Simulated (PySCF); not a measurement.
# Single-point calculation, with input and output: MnO₃F

System: MnO₃F.
Method: RKS-based PBE0, Mn def2-SVP, O def2-SVP, F def2-SVP; non-relativistic Hamiltonian; density fitting (PySCF 2.14.0).

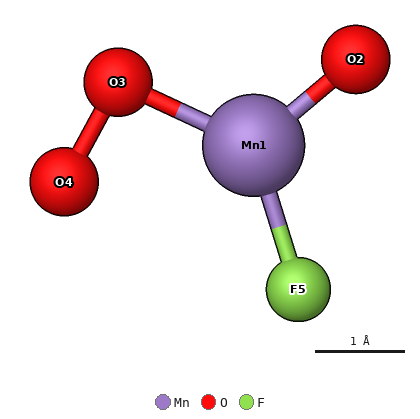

Figure 1. The structure as given in the input (ball-and-stick view, seen on its broad side; atoms are numbered from 1 in the order of the input). Sticks mark near contacts. Bond lengths as drawn: F–Mn 1.70 Å, Mn–O 1.51 to 1.68 Å and O–O 1.28 Å.

**Key numbers**

| quantity | value |
| --- | --- |
| outcome | converged |
| SCF energy | −1475.376054 hartree |
| hardware | 2 threads of Arm Neoverse N1, 54 GiB of memory available, shared host |
| wall time | 12 s (CPU time 21 s) |
| peak memory | 0.37 GiB |

**Notes**

The run takes a singlet; with an open-shell metal another spin state may lie lower.

**The input**
```python
from pyscf import gto, scf, dft
mol = gto.M(atom='''
Mn     0.057703     0.260936    -0.000000
O     -0.163418     1.757324    -0.000000
O     -1.346272    -0.668161     0.000000
O     -0.710439    -1.781337     0.000000
F      1.702794    -0.167696     0.000000''',
    basis={'Mn': 'def2-SVP', 'O': 'def2-SVP', 'F': 'def2-SVP'},
    charge=0, spin=0)
mf = dft.RKS(mol, xc='PBE0')
mf.grids.atom_grid = (50, 194)
aux = {'Mn': 'def2-universal-JKFIT', 'O': 'def2-universal-JKFIT', 'F': 'def2-universal-JKFIT'}
mf = mf.density_fit(auxbasis=aux)
mf.conv_tol = 1e-08
mf.diis_space = 10
mf.max_cycle = 60
mf.init_guess = 'minao'
mf.verbose = 4
mf.kernel()
```

The script is an equivalent of the set-up of the self-consistent field. The run itself was carried out by a driver, which started from the orbitals of the step before it where there was one and computed the further properties.

Launch command:
```bash
OMP_NUM_THREADS=2 python axn.py task.json out
```

**Output**
```
init E= -1474.57957560721
  HOMO = 0.0162141322072857  LUMO = 0.0901748227542507  gap/eV = 2.01257
cycle= 1 E= -1467.56507751246  delta_E= 7.01  |g|= 4.35  |ddm|= 6.74
  HOMO = -0.601662194558541  LUMO = -0.562143411439091  gap/eV = 1.07536
cycle= 2 E= -1438.40640169832  delta_E= 29.2  |g|= 9.91  |ddm|= 10.9
  HOMO = -0.512948749131021  LUMO = -0.509180157677528  gap/eV = 0.10255
cycle= 3 E= -1459.19417060024  delta_E= -20.8  |g|= 7.07  |ddm|= 7.34
  HOMO = -0.425770740653931  LUMO = -0.401070264475933  gap/eV = 0.67213
cycle= 4 E= -1457.45003796241  delta_E= 1.74  |g|= 7.28  |ddm|= 4.55
  HOMO = -0.415269236657875  LUMO = -0.406564760836842  gap/eV = 0.23686
cycle= 5 E= -1472.08142185375  delta_E= -14.6  |g|= 4.53  |ddm|= 3.63
  HOMO = -0.427045104243662  LUMO = -0.403065626609677  gap/eV = 0.65251
cycle= 6 E= -1462.52810392007  delta_E= 9.55  |g|= 6.92  |ddm|= 3.44
  HOMO = -0.457158727900387  LUMO = -0.421827956449246  gap/eV = 0.96140
cycle= 7 E= -1468.66392461491  delta_E= -6.14  |g|= 6.18  |ddm|= 3.35
  HOMO = -0.42002295339444  LUMO = -0.380152578417458  gap/eV = 1.08493
cycle= 8 E= -1469.50879788665  delta_E= -0.845  |g|= 5.88  |ddm|=  0.6
  HOMO = -0.424490509579443  LUMO = -0.392134415044069  gap/eV = 0.88045
cycle= 9 E= -1468.79885697155  delta_E= 0.71  |g|= 6.15  |ddm|= 0.42
  HOMO = -0.407486543959908  LUMO = -0.358604408088191  gap/eV = 1.33015
cycle= 10 E= -1469.61267631353  delta_E= -0.814  |g|= 5.86  |ddm|= 1.02
  HOMO = -0.406115498157938  LUMO = -0.355860621303627  gap/eV = 1.36750
cycle= 11 E= -1469.92719391408  delta_E= -0.315  |g|= 5.73  |ddm|= 0.101
  HOMO = 0.00535685091279348  LUMO = 0.0303333974471798  gap/eV = 0.67965
cycle= 12 E= -1465.07718362451  delta_E= 4.85  |g|= 5.26  |ddm|= 6.67
  HOMO = -0.276790418803648  LUMO = -0.266639188562395  gap/eV = 0.27623
cycle= 13 E= -1470.28834857347  delta_E= -5.21  |g|=  5.1  |ddm|= 6.78
  HOMO = -0.253844446211076  LUMO = -0.243853060988884  gap/eV = 0.27188
cycle= 14 E= -1471.28991157092  delta_E=   -1  |g|=  4.7  |ddm|= 0.565
  HOMO = -0.259358815880415  LUMO = -0.247178970172079  gap/eV = 0.33143
cycle= 15 E= -1471.48151519886  delta_E= -0.192  |g|= 4.61  |ddm|= 0.142
  HOMO = -0.23583161669856  LUMO = -0.222556353881434  gap/eV = 0.36124
cycle= 16 E= -1467.2841435242  delta_E=  4.2  |g|= 6.27  |ddm|= 1.46
  HOMO = -0.203010048633901  LUMO = -0.181788137997581  gap/eV = 0.57748
cycle= 17 E= -1466.94044948709  delta_E= 0.344  |g|= 6.39  |ddm|= 0.685
  HOMO = -0.225174700526398  LUMO = -0.214143080221036  gap/eV = 0.30019
cycle= 18 E= -1466.77087160589  delta_E= 0.17  |g|= 6.43  |ddm|= 0.517
  HOMO = -0.22272547978769  LUMO = -0.20966351332891  gap/eV = 0.35543
cycle= 19 E= -1466.84334448795  delta_E= -0.0725  |g|= 6.41  |ddm|= 0.0691
  HOMO = -0.225663510100461  LUMO = -0.200078263266664  gap/eV = 0.69621
cycle= 20 E= -1466.39074367736  delta_E= 0.453  |g|=  6.5  |ddm|= 0.704
  HOMO = -0.224797954211948  LUMO = -0.197429264375812  gap/eV = 0.74474
cycle= 21 E= -1468.22455129016  delta_E= -1.83  |g|=  6.1  |ddm|= 0.472
  HOMO = -0.227475327472965  LUMO = -0.206662285115237  gap/eV = 0.56635
cycle= 22 E= -1467.45569020029  delta_E= 0.769  |g|= 6.29  |ddm|= 0.277
  HOMO = -0.134515836499947  LUMO = 0.0199465907899752  gap/eV = 4.20314
cycle= 23 E= -1465.69999261188  delta_E= 1.76  |g|= 5.13  |ddm|= 6.75
  HOMO = -0.266613847932086  LUMO = -0.264774959680564  gap/eV = 0.05004
cycle= 24 E= -1469.06483029911  delta_E= -3.36  |g|= 5.36  |ddm|= 6.57
  HOMO = -0.246092670647341  LUMO = -0.239045675497843  gap/eV = 0.19176
cycle= 25 E= -1470.25218592494  delta_E= -1.19  |g|= 5.37  |ddm|=  2.3
  HOMO = -0.262875300576293  LUMO = -0.251037930825816  gap/eV = 0.32211
cycle= 26 E= -1468.74549138066  delta_E= 1.51  |g|= 5.63  |ddm|=  2.3
  HOMO = -0.251778946779293  LUMO = -0.248164308249002  gap/eV = 0.09836
cycle= 27 E= -1468.79324659243  delta_E= -0.0478  |g|= 5.64  |ddm|= 0.153
  HOMO = -0.287077402188691  LUMO = -0.274518210984403  gap/eV = 0.34175
cycle= 28 E= -1469.12885869479  delta_E= -0.336  |g|= 5.44  |ddm|= 0.331
  HOMO = -0.290958628460937  LUMO = -0.277624039844351  gap/eV = 0.36285
cycle= 29 E= -1469.12343749098  delta_E= 0.00542  |g|= 5.44  |ddm|= 0.0667
  HOMO = -0.269087783211881  LUMO = -0.257908252559653  gap/eV = 0.30421
cycle= 30 E= -1468.45068737431  delta_E= 0.673  |g|= 5.71  |ddm|= 0.407
  HOMO = -0.25607097697255  LUMO = -0.244888319192202  gap/eV = 0.30430
cycle= 31 E= -1466.08822653855  delta_E= 2.36  |g|= 6.49  |ddm|= 0.81
  HOMO = -0.235352632546289  LUMO = -0.231736182482309  gap/eV = 0.09841
cycle= 32 E= -1466.43840125625  delta_E= -0.35  |g|= 6.51  |ddm|= 2.17
  HOMO = -0.244368780428605  LUMO = -0.24049212804789  gap/eV = 0.10549
cycle= 33 E= -1465.90264587177  delta_E= 0.536  |g|= 6.54  |ddm|= 2.12
  HOMO = 0.159637997042434  LUMO = 0.166721142494365  gap/eV = 0.19274
cycle= 34 E= -1458.08895174492  delta_E= 7.81  |g|= 7.33  |ddm|= 9.16
  HOMO = -0.261148772847506  LUMO = -0.228647624164771  gap/eV = 0.88440
cycle= 35 E= -1475.05554018962  delta_E=  -17  |g|= 1.29  |ddm|= 8.51
  HOMO = -0.303102145985675  LUMO = -0.221174138848968  gap/eV = 2.22937
cycle= 36 E= -1474.83319129661  delta_E= 0.222  |g|= 1.91  |ddm|= 1.63
  HOMO = -0.286617875153398  LUMO = -0.170634670015181  gap/eV = 3.15606
cycle= 37 E= -1475.3209383303  delta_E= -0.488  |g|= 0.516  |ddm|= 0.653
  HOMO = -0.310345926967423  LUMO = -0.205240432055907  gap/eV = 2.86007
cycle= 38 E= -1475.3567047679  delta_E= -0.0358  |g|= 0.307  |ddm|= 0.509
  HOMO = -0.306988355458427  LUMO = -0.192605121439446  gap/eV = 3.11253
cycle= 39 E= -1475.37251635206  delta_E= -0.0158  |g|= 0.145  |ddm|= 0.193
  HOMO = -0.305654589689909  LUMO = -0.188989701796668  gap/eV = 3.17461
cycle= 40 E= -1475.37524436884  delta_E= -0.00273  |g|= 0.0638  |ddm|= 0.0495
  HOMO = -0.307773414153655  LUMO = -0.189375178937472  gap/eV = 3.22178
cycle= 41 E= -1475.37575017338  delta_E= -0.000506  |g|= 0.0413  |ddm|= 0.0625
  HOMO = -0.306355870791992  LUMO = -0.187807170416063  gap/eV = 3.22587
cycle= 42 E= -1475.37603629897  delta_E= -0.000286  |g|= 0.00589  |ddm|= 0.0258
  HOMO = -0.306459067109944  LUMO = -0.187758622219362  gap/eV = 3.23000
cycle= 43 E= -1475.37604506221  delta_E= -8.76e-06  |g|= 0.00324  |ddm|= 0.00696
  HOMO = -0.306441220395086  LUMO = -0.187710337608086  gap/eV = 3.23083
cycle= 44 E= -1475.3760487744  delta_E= -3.71e-06  |g|= 0.00085  |ddm|= 0.00499
  HOMO = -0.306486493501005  LUMO = -0.187728957516668  gap/eV = 3.23156
cycle= 45 E= -1475.37605106057  delta_E= -2.29e-06  |g|= 0.000547  |ddm|= 0.00644
  HOMO = -0.306488091970485  LUMO = -0.187721750899317  gap/eV = 3.23180
cycle= 46 E= -1475.37605270147  delta_E= -1.64e-06  |g|= 0.000417  |ddm|= 0.00703
  HOMO = -0.306482918740779  LUMO = -0.18771793587342  gap/eV = 3.23176
cycle= 47 E= -1475.37605358858  delta_E= -8.87e-07  |g|= 0.000263  |ddm|= 0.00657
  HOMO = -0.30648251507688  LUMO = -0.187723889571758  gap/eV = 3.23159
cycle= 48 E= -1475.37605386123  delta_E= -2.73e-07  |g|= 0.000123  |ddm|= 0.00347
  HOMO = -0.30648167756289  LUMO = -0.187723430089004  gap/eV = 3.23158
cycle= 49 E= -1475.37605398183  delta_E= -1.21e-07  |g|= 0.000124  |ddm|= 0.00273
  HOMO = -0.306483251334191  LUMO = -0.187725759017155  gap/eV = 3.23156
cycle= 50 E= -1475.37605400508  delta_E= -2.32e-08  |g|= 7.7e-05  |ddm|= 0.000878
  HOMO = -0.306482209211013  LUMO = -0.187722711356579  gap/eV = 3.23161
cycle= 51 E= -1475.37605401705  delta_E= -1.2e-08  |g|= 2.2e-05  |ddm|= 0.000775
  HOMO = -0.306483850013651  LUMO = -0.187724871445523  gap/eV = 3.23160
cycle= 52 E= -1475.37605401917  delta_E= -2.12e-09  |g|= 1.83e-05  |ddm|= 0.000296
  HOMO = -0.306480177287302  LUMO = -0.187720305101013  gap/eV = 3.23162
```

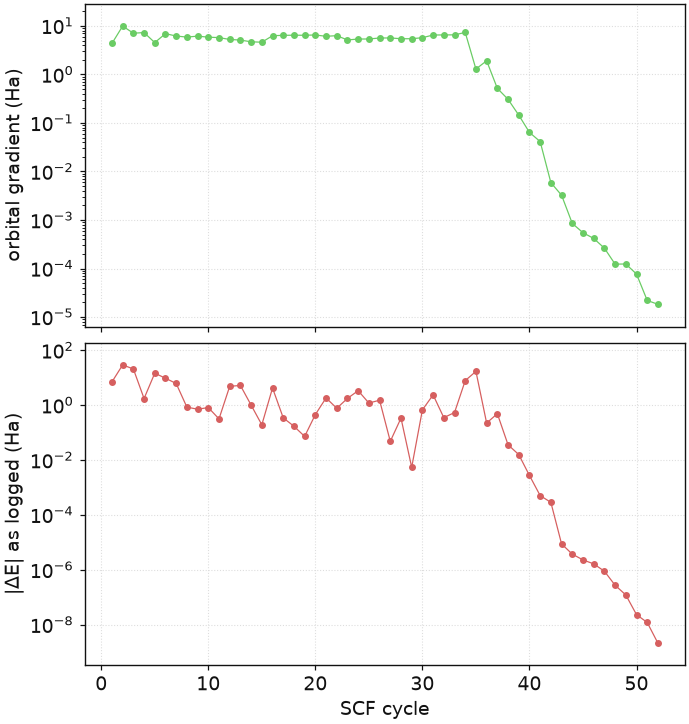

Figure 2. Convergence of the self-consistent field: orbital gradient and size of the energy change against the SCF cycle. The residual lingers near 6 from about step 1 to 34 before it falls again.

```
Extra cycle  E= -1475.37605401834  delta_E= 8.29e-10  |g|= 9.53e-05  |ddm|= 0.000101
converged SCF energy = -1475.37605401834
```
